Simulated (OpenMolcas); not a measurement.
**singlet [GaH2O2]+ at 6 levels**

Aim: a comparison of 6 runs (B3LYP/6-31G*, B3LYP/def2-SVPD, M06-2X/def2-SVPD, PBE0/def2-SVPD, revPBE/def2-SVPD, CCSD(T)/def2-SVPD) of singlet [GaH2O2]+. 

The calculation is run with OpenMolcas 26.06.

1 further run of the same task is left out (set aside as unsound or not needed).

## Step 1: The system as given

[GaH2O2]+ has 5 atoms, charge +1, and is taken as a singlet. SMILES of the parent species: `[OH][Ga][OH]`. Geometry: relaxed at PBE0-D4/def2-TZVP. This is one conformer, not always the lowest. That shape belongs to the parent species and isn't relaxed for this state.

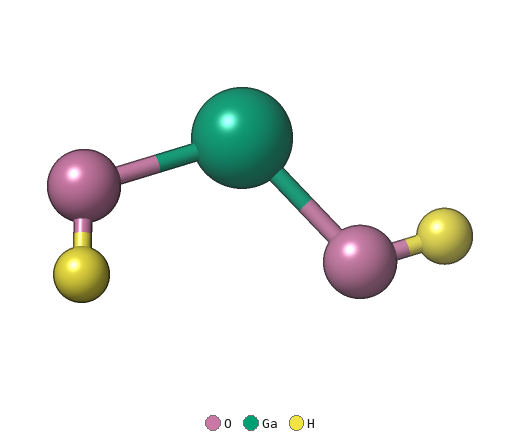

The structure, seen from a chosen angle (oxygen pink, gallium teal, hydrogen yellow).

## Step 2: A single-point energy at B3LYP/6-31G(d) (Cartesian functions) (run 1)

File calc.input:

```
&GATEWAY
BasLib=$CurrDir
BasisSet
O.6-31Gs....
O1 -0.370600 0.021600 -1.274400 angstrom
O3 0.618200 0.154900 1.591100 angstrom
End of Basis
BasisSet
Ga.6-31Gs....
Ga2 -0.311700 -0.753800 0.353600 angstrom
End of Basis
BasisSet
H.6-31Gs....
H4 -0.867400 -0.464600 -1.936500 angstrom
H5 0.981500 0.968200 1.224700 angstrom
End of Basis
&SEWARD
GridInput
Grid=UltraFine
End of Grid
&SCF
Charge=1
KSDFT=B3LYP
Thresholds=1e-10 1e-07 1e-07 1e-05
PrOrbitals=1 1
```

The basis set 6-31G* is read from a file made from the Basis Set Exchange's data (not shown).

Command:

```sh
$ export MOLCAS_MEM=1860
$ pymolcas calc.input > calc.log
```

Log:

```text
--- Start Module: gateway ---
[...]
--- Stop Module: gateway /rc=_RC_ALL_IS_WELL_ ---
--- Start Module: seward ---
[...]
      Basis functions           69
--- Stop Module: seward /rc=_RC_ALL_IS_WELL_ ---
[...]
--- Start Module: scf ---
[...]
       Convergence after  25 Iterations
[...]
::    Total KS-DFT energy                           -2075.9556092533
[...]
      Total spin, S                                     0.0000000000
[...]
      Total electronic charge=   48.000000
      Total            charge=    1.000000
[...]
      Dipole Moment (debye):
      Origin of the operator (angstrom)=   -0.1691   -0.4724    0.2790
                   X= -1.7980E+00               Y= -2.2402E+00               Z= -1.4946E+00           Total=  3.2381E+00
      Center of Charge (angstrom)
[...]
--- Stop Module: scf /rc=_RC_ALL_IS_WELL_ ---
[...]
```

It took 19 s on 1 thread of Arm Neoverse V1, shared host; peak memory 0.41 GiB.

## Step 3: The energy at B3LYP/def2-SVPD (run 2)

File mol.xyz:

```xyz
5

O     -0.370600     0.021600    -1.274400
Ga    -0.311700    -0.753800     0.353600
O      0.618200     0.154900     1.591100
H     -0.867400    -0.464600    -1.936500
H      0.981500     0.968200     1.224700
```

File calc.inp:

```
* GaH2O2 Kohn-Sham DFT
>>> EXPORT MOLCAS_PRINT=2
&GATEWAY
BasLib=$CurrDir
Coord=mol.xyz
Basis=def2-SVPD
Group=NoSym
&SEWARD
GridInput
Grid=UltraFine
End of Grid
&SCF
Charge=1
KSDFT=B3LYP
Thresholds=1e-10 1e-07 1e-07 1e-05
PrOrbitals=1
```

The basis set def2-SVPD is read from a file made from the Basis Set Exchange's data (not shown).

Command:

```sh
$ export MOLCAS_MEM=1860
$ pymolcas calc.inp > calc.log
```

Log:

```text
--- Start Module: gateway ---
[...]
--- Stop Module: gateway /rc=_RC_ALL_IS_WELL_ ---
--- Start Module: seward ---
[...]
      Basis functions          100
--- Stop Module: seward /rc=_RC_ALL_IS_WELL_ ---
[...]
--- Start Module: scf ---
[...]
       Convergence after  23 Iterations
[...]
::    Total KS-DFT energy                           -2075.8939511968
[...]
      Total spin, S                                     0.0000000000
[...]
      Total electronic charge=   48.000000
      Total            charge=    1.000000
[...]
      Dipole Moment (debye):
      Origin of the operator (angstrom)=   -0.1691   -0.4724    0.2790
                   X= -1.8696E+00               Y= -2.4555E+00               Z= -1.3195E+00           Total=  3.3564E+00
      Center of Charge (angstrom)
[...]
--- Stop Module: scf /rc=_RC_ALL_IS_WELL_ ---
[...]
```

Run time: 37 s. Hardware: 1 thread of Arm Neoverse V1, shared host; peak memory 0.56 GiB.

Runs 3 to 4 aren't shown in full; the table further down has their settings and results.

## Step 4: A single-point energy at revPBE/def2-SVPD (run 5)

File run.input:

```
>>> EXPORT MOLCAS_PRINT=2
&GATEWAY
BasLib = $CurrDir
Coord
5
angstrom
O       -0.370600       0.021600      -1.274400
Ga      -0.311700      -0.753800       0.353600
O        0.618200       0.154900       1.591100
H       -0.867400      -0.464600      -1.936500
H        0.981500       0.968200       1.224700
Basis = def2-SVPD
Group = NoSym
&SEWARD
GridInput
Grid=UltraFine
End of Grid
&SCF
Charge = 1
KSDFT = revPBE
Thresholds = 1e-10 1e-07 1e-07 1e-05
PrOrbitals = 1 2
```

The basis set def2-SVPD is read from a file made from the Basis Set Exchange's data (not shown).

Command:

```sh
$ export MOLCAS_MEM=1860
$ pymolcas run.input > run.log
```

Log:

```text
--- Start Module: gateway ---
[...]
--- Stop Module: gateway /rc=_RC_ALL_IS_WELL_ ---
--- Start Module: seward ---
[...]
      Basis functions          100
--- Stop Module: seward /rc=_RC_ALL_IS_WELL_ ---
[...]
--- Start Module: scf ---
[...]
       Convergence after  29 Iterations
[...]
::    Total KS-DFT energy                           -2075.6694600950
[...]
      Total spin, S                                     0.0000000000
[...]
      Total electronic charge=   48.000000
      Total            charge=    1.000000
[...]
      Dipole Moment (debye):
      Origin of the operator (angstrom)=   -0.1691   -0.4724    0.2790
                   X= -1.7026E+00               Y= -2.1840E+00               Z= -1.2992E+00           Total=  3.0588E+00
      Center of Charge (angstrom)
[...]
--- Stop Module: scf /rc=_RC_ALL_IS_WELL_ ---
[...]
```

It took 44 s on 1 thread of Arm Neoverse V1, shared host; peak memory 0.56 GiB.

## Step 5: A single-point energy at CCSD(T)/def2-SVPD (Cholesky decomposition) (run 6)

File mol.inp:

```
>>> EXPORT MOLCAS_PRINT=2

&gateway
  baslib=$CurrDir
  coord
  5
  angstrom
  O       -0.370600       0.021600      -1.274400
  Ga      -0.311700      -0.753800       0.353600
  O        0.618200       0.154900       1.591100
  H       -0.867400      -0.464600      -1.936500
  H        0.981500       0.968200       1.224700
  basis=def2-SVPD
  group=NoSym

&seward
  high

&scf
  charge=1
  thresholds=1e-10 1e-07 1e-07 1e-05
  prorbitals=1 1

&chcc
  frozen=11
  threshold=1e-08
  maxiterations=80

&cht3
  frozen=11
```

The basis set def2-SVPD is read from a file made from the Basis Set Exchange's data (not shown).

Command:

```sh
$ export MOLCAS_MEM=1860
$ pymolcas mol.inp > mol.log
```

Log:

```text
--- Start Module: gateway ---
[...]
--- Stop Module: gateway /rc=_RC_ALL_IS_WELL_ ---
[...]
      Basis functions          100
[...]
       Convergence after  19 Iterations
[...]
::    Total SCF energy                              -2073.4901868169
[...]
      Total spin, S                                     0.0000000000
[...]
      Total electronic charge=   48.000000
      Total            charge=    1.000000
[...]
      Dipole Moment (debye):
      Origin of the operator (angstrom)=   -0.1691   -0.4724    0.2790
                   X= -2.5247E+00               Y= -3.7212E+00               Z= -1.0270E+00           Total=  4.6126E+00
      Center of Charge (angstrom)
[...]
--- Start Module: chcc ---
[...]
--- Stop Module: chcc /rc=_RC_ALL_IS_WELL_ ---
[...]
--- Start Module: cht3 ---
[...]
--- Stop Module: cht3 /rc=_RC_ALL_IS_WELL_ ---
[...]
```

Wall time 7 min (1 thread of Arm Neoverse V1, shared host); peak memory 0.16 GiB.

## Step 6: All runs side by side

```tsv
run	level	Cartesian functions	integral approximation	energy (Eh)	HOMO energy (eV)	LUMO energy (eV)	HOMO–LUMO gap (eV)	wall time
1	B3LYP/6-31G* (Cartesian functions)	yes	none	-2075.955609	-14.86	-11.69	3.16	19 s
2	B3LYP/def2-SVPD	no	none	-2075.893951	-15.10	-11.84	3.26	37 s
3	M06-2X/def2-SVPD	no	none	-2075.784114	-16.98	-10.83	6.15	45 s
4	PBE0/def2-SVPD	no	none	-2075.431628	-15.33	-11.46	3.87	32 s
5	revPBE/def2-SVPD	no	none	-2075.669460	-13.65	-12.19	1.46	44 s
6	CCSD(T)/def2-SVPD (Cholesky decomposition)	no	CD high	-2074.108400	-19.47	-8.27	11.20	7 min
```

## Step 7: What came out

| quantity | value |
| --- | --- |
| run 6: total energy | -2074.10840 Eh |
| run 6: HOMO energy (Hartree–Fock orbitals) | -19.47 eV |
| run 6: LUMO energy (Hartree–Fock orbitals) | -8.27 eV |
| run 6: HOMO–LUMO gap (Hartree–Fock orbitals) | 11.20 eV |
| run 6: correlation energy (11 core orbitals frozen) | -618.2 mEh |
| run 6: (T) correction | -21.14 mEh |

What this shows: Over runs 1, 2, 3, 4, 5 the HOMO–LUMO gap runs from 1.46 eV (revPBE/def2-SVPD) to 6.15 eV (M06-2X/def2-SVPD). Totals of different functionals can't be ranked against each other. All runs together took 10 min, the longest 7 min.
